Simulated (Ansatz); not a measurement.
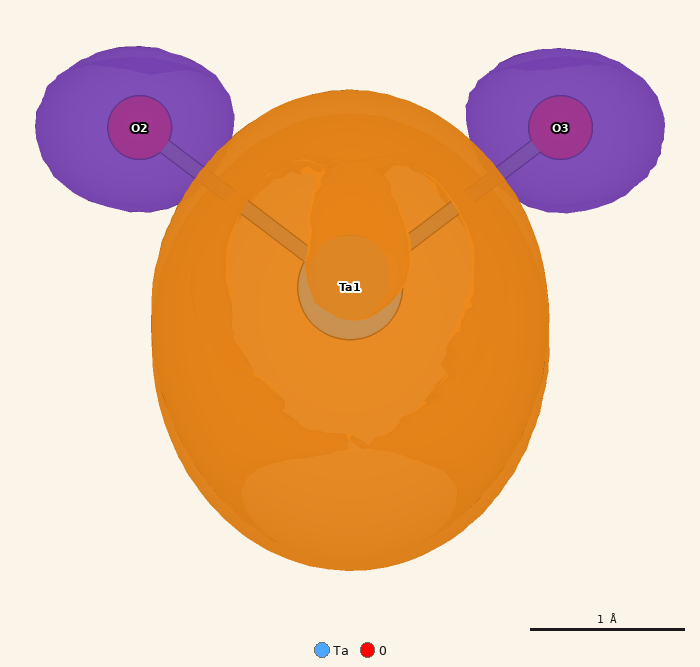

Figure. O2Ta (doublet). Isosurfaces of the spin density (α minus β) at +0.015 (orange) and −0.015 e/Å³ (purple), seen across its widest extent.

Geometry: PBE0-D4/def2-TZVP; core potentials replace the inner electrons of Ta.

All numbers below come from Ansatz, UKS PBE0-D4/def2-TZVP.

Q: Which atoms carry the spin?

A: The unpaired spin (1 electron) lies mostly on Ta1 (about 1.1), in electrons by Hirshfeld's partition, with opposite, polarisation-induced spin on O2 and O3.
